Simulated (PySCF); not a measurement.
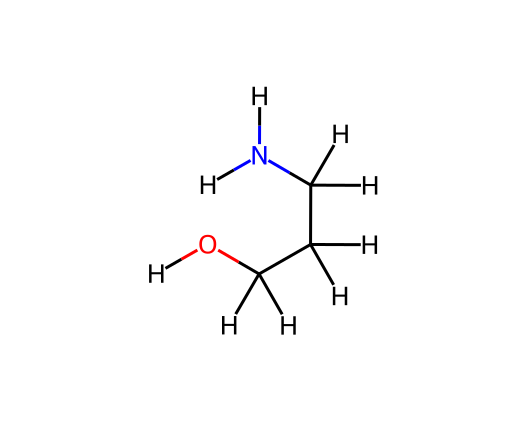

Question: Transcribe the drawing into SMILES.

Answer: NCCCO

Question: Give the formula, hydrogens included.

Answer: C3H9NO.

Question: An optimisation with PBE0-D3(BJ)/def2-TZVP gave a structure of which point group?

Answer: C1. Other conformers may differ.

The parts below concern this one geometry. Atoms keep their numbers from picture to picture. The computed structure is the end point of a PBE0-D3(BJ)/def2-TZVP optimisation. No frequency run is at hand to confirm it as a minimum.

### Shape

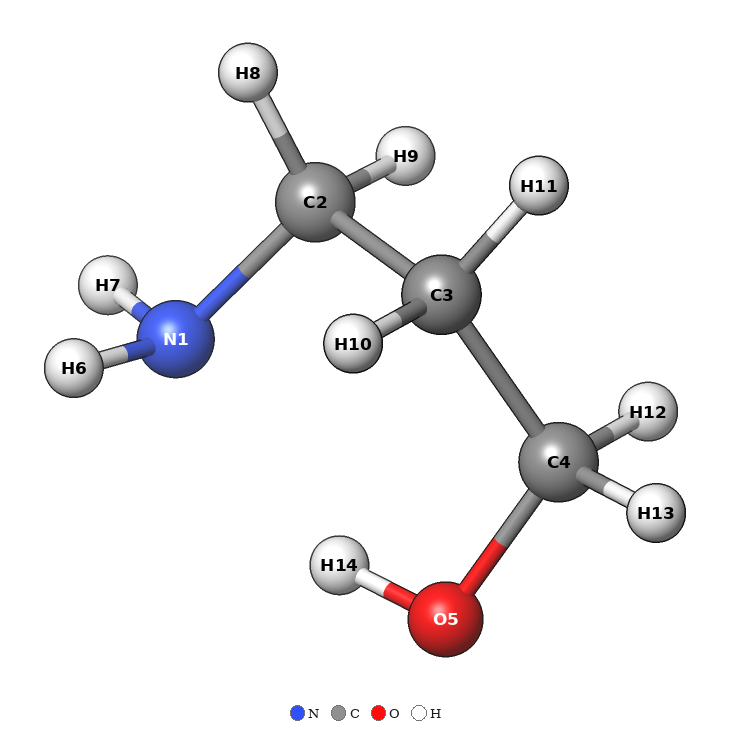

Numbered structure. No frequency run is at hand to confirm it as a minimum.

List the bonds and their lengths.

```json
{"bond": "N1–C2", "length (Å)": "1.465", "order": "single"}
{"bond": "N1–H6", "length (Å)": "1.013", "order": "single"}
{"bond": "N1–H7", "length (Å)": "1.012", "order": "single"}
{"bond": "C2–C3", "length (Å)": "1.520", "order": "single"}
{"bond": "C2–H8", "length (Å)": "1.099", "order": "single"}
{"bond": "C2–H9", "length (Å)": "1.095", "order": "single"}
{"bond": "C3–C4", "length (Å)": "1.520", "order": "single"}
{"bond": "C3–H10", "length (Å)": "1.097", "order": "single"}
{"bond": "C3–H11", "length (Å)": "1.096", "order": "single"}
{"bond": "C4–O5", "length (Å)": "1.406", "order": "single"}
{"bond": "C4–H12", "length (Å)": "1.103", "order": "single"}
{"bond": "C4–H13", "length (Å)": "1.094", "order": "single"}
{"bond": "O5–H14", "length (Å)": "0.973", "order": "single"}
```

### Levels of theory compared

No frequency run is at hand to confirm it as a minimum. Program: PySCF 2.14.0.

Compare HOMO–LUMO gap (eV), HOMO energy (eV) at these levels: CAM-B3LYP/aug-cc-pVTZ; PBE0/aug-cc-pVTZ; PBE0/pcSseg-2; ωB97X-D/aug-cc-pVTZ.

```
                level  HOMO–LUMO gap (eV)  HOMO energy (eV)
CAM-B3LYP/aug-cc-pVTZ                8.70             −8.63
     PBE0/aug-cc-pVTZ                6.87             −7.16
        PBE0/pcSseg-2                7.51             −7.15
  ωB97X-D/aug-cc-pVTZ                9.77             −9.07
```

### Charges

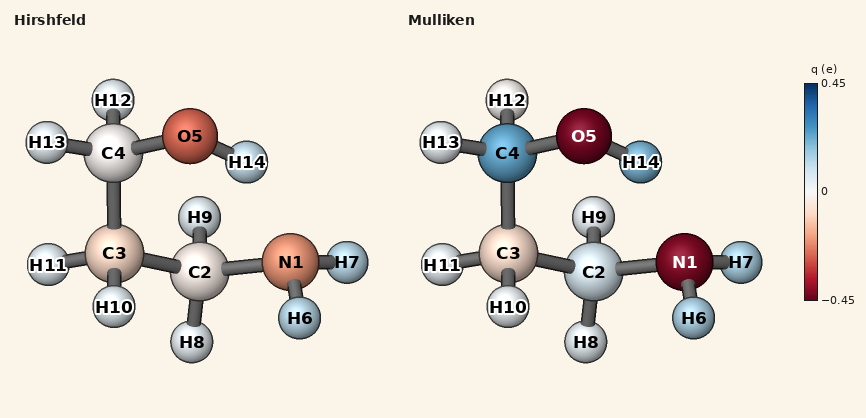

Atomic charges of one calculation by 2 schemes, on one colour scale. No frequency run is at hand to confirm it as a minimum. Computed with PBE0/pcSseg-2 (PySCF 2.14.0).

Question: Which scheme gives the most polar picture (largest mean size of the charges)?

Answer: The Mulliken charges are the largest in size here.

Question: On which atom do the schemes disagree most?

Answer: On C4 (from −0.01 to 0.23 e).

List the charges (e), one line for each set of equivalent atoms.

```tsv
atom	Hirshfeld	Mulliken
N1	−0.20	−0.42
C2	−0.03	0.07
C3	−0.09	−0.08
C4	−0.01	0.23
O5	−0.26	−0.43
H6	0.12	0.14
H7	0.12	0.14
H8	0.03	0.04
H9	0.05	0.03
H10	0.04	0.02
H11	0.05	0.04
H12	0.03	−0.01
H13	0.04	0.03
H14	0.10	0.20
```

### Dipole moment

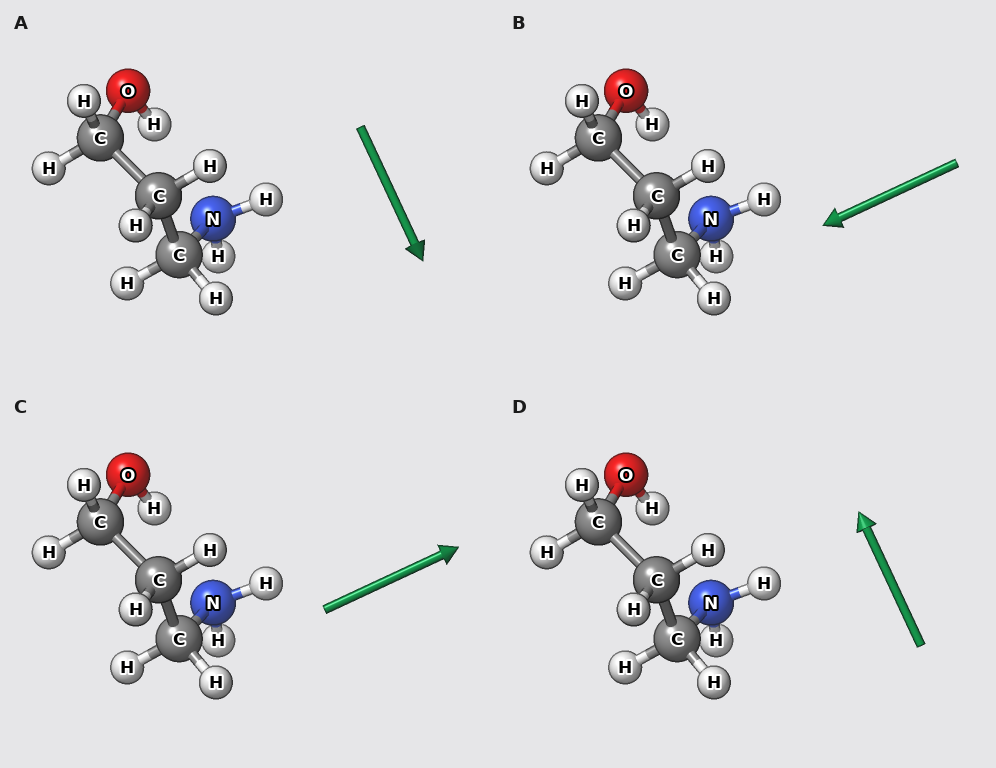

The same molecule four times, each with an arrow. No frequency run is at hand to confirm it as a minimum. Method: PBE0/pcSseg-2, gas phase (PySCF 2.14.0).

Question: Which arrow points along the dipole moment, from the negative to the positive end?

Answer: A. The dipole moment is 3.49 D.

Mulliken values depend strongly on the basis set and can even reverse the polarity of a bond.
